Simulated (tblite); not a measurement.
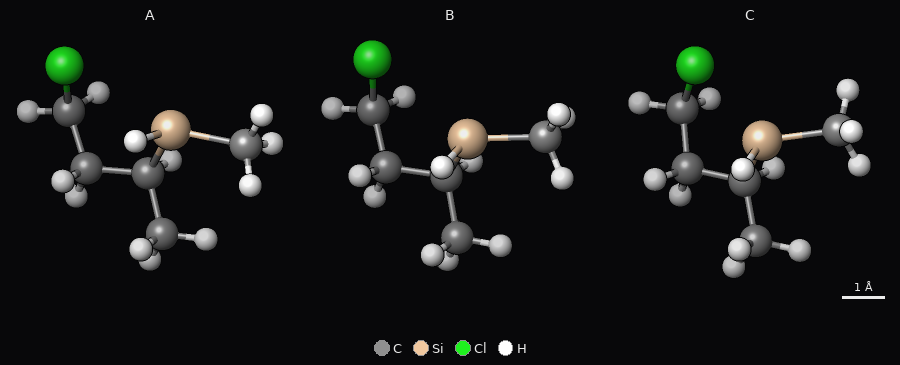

3 geometries from one relaxation of C$_{5}$H$_{12}$ClSi (multiplicity 2), in shuffled order. A ball-and-stick model, seen at a tilt.

These are results of tblite 0.8.0, GFN2-xTB geometry optimisation, gas phase, not measurements. 

**Order the frames from highest to lowest energy.**

C, B, A. They are steps 0, 104, 159, at +1.021 eV, +0.031 eV relative to the last. After 159 geometry steps the energy has fallen by 1.021 eV. The largest move after the best rigid fit is that of an H atom, 1.44 Å. By element the largest moves are H 1.44 Å, Cl 0.74 Å, C 0.43 Å, Si 0.35 Å. Near-neighbour distances that change, for instance: Cl–Si 2.623 → 3.133 Å, C–Si 1.829 → 1.920 Å, C–H 1.143 → 1.088 Å, C–C 1.490 → 1.528 Å. Bond angles that change, for instance: C–C–H 104.3° → 110.7°, H–C–H 114.0° → 107.8°, Cl–C–H 112.4° → 106.7°. Groups turn about C–Si by about 45°, C–Si by about 30°.
